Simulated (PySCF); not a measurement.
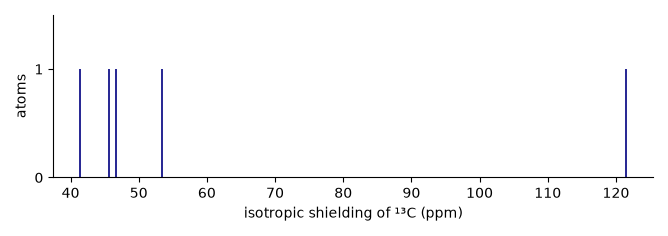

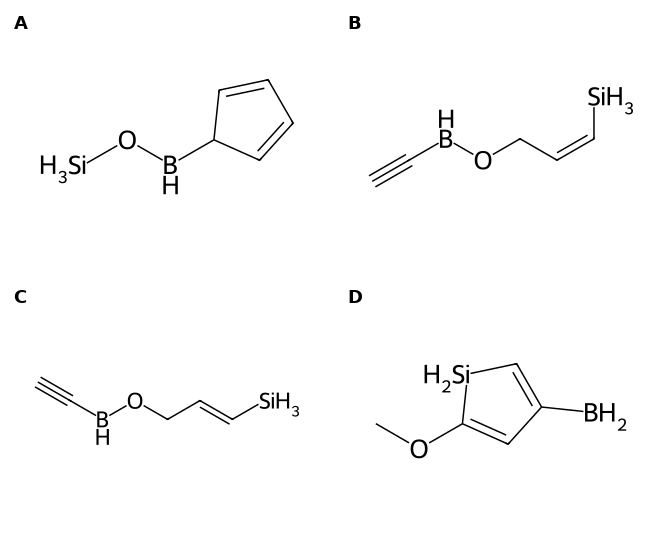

The sticks are computed shieldings of one of the molecules, for one fixed geometry (GFN2-xTB) without averaging over rotations. Low shielding means a high chemical shift. Method: GIAO PBE0/pcSseg-1 NMR shielding, non-relativistic, gas phase (PySCF 2.14.0).

Match the spectrum to a structure.

Answer. A, `[SiH3]OBC1C=CC=C1`. Its 5 C atoms give lines at 41.5, 45.7, 46.7, 53.4, 121.5 ppm.

The geometry is semi-empirical. Around B, Si such bond lengths and angles can be off by a tenth of an ångström or more and by several degrees, and values that hang on the shape move with them.
